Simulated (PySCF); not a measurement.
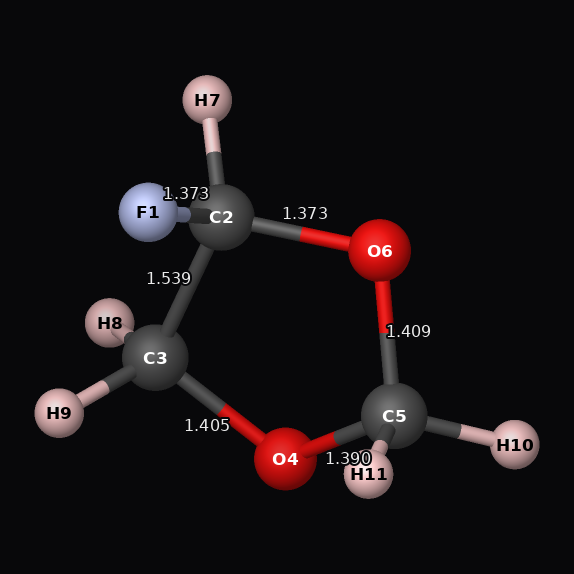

Bond lengths are marked in Å; every bond is drawn as one stick. The computed structure is the end point of a PBE0-D3(BJ)/def2-SVP optimisation. No frequency run is at hand to confirm it as a minimum.

Assign a bond order to each marked bond.

Answer. F1–C2 single; C2–C3 single; C2–O6 single; C3–O4 single; O4–C5 single; C5–O6 single.

Give the structure as SMILES.

Answer. F[C@@H]1COCO1
